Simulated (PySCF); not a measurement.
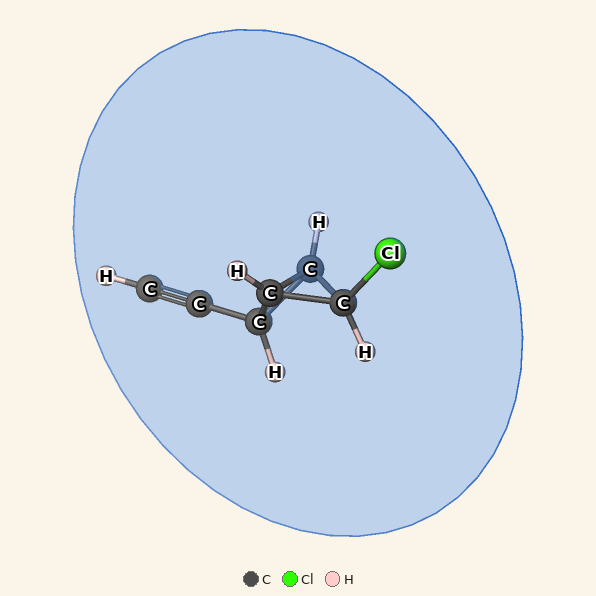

All proper rotation axes (lines) and mirror planes (discs) of the structure are drawn in. Atoms fade into the background with distance from the viewer. Computed geometry: GFN2-xTB optimisation. No frequency run is at hand to confirm it as a minimum.

Name the symmetry elements and the point group.

It has 1 mirror plane. Point group Cs. The group has 2 operations. The geometry is achiral, and symmetry allows a dipole moment.
